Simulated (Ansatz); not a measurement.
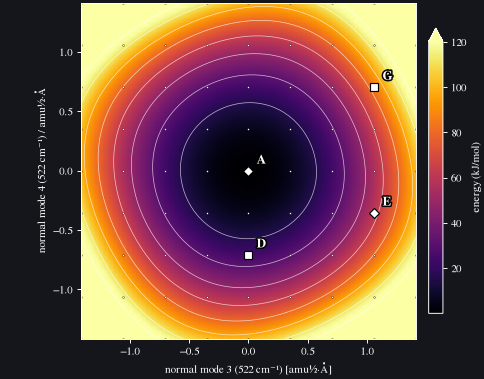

[S4]2+, charge +2. 
- Coordinates scanned: (1) normal mode 3 (522 cm⁻¹); (2) normal mode 4 (522 cm⁻¹).
- Nothing is relaxed (straight displacements along the two mass-weighted modes).
- The scan uses a 9 × 9 grid; 21 points were computed and 60 follow by symmetry.
- Energies: kJ/mol, counted from the lowest grid point.
- Theory: RKS wB97X-V/def2-SVP in Ansatz 0.2.0.

Drawn: a smooth colour map with a few white contour lines, dots at the grid points, one colour for all values above the top of the scale, lettered points. Between grid points the surface is interpolated.

> Is E the lowest point of the computed grid?

No. E lies 60 kJ/mol above the lowest grid point, which is at normal mode 3 (522 cm⁻¹) = 0.00 amu½·Å, normal mode 4 (522 cm⁻¹) = 0.00 amu½·Å.

> What kind of point is each of A, D, E, G: minimum, saddle, maximum or slope?

A: minimum; D: on a slope; E: on a slope; G: on a slope. (In these two coordinates alone; a stationary point may lie a little off the grid point.)

> Rank the lettered points by energy, lowest first.

A (0 kJ/mol), D (24 kJ/mol), E (60 kJ/mol), G (86 kJ/mol).
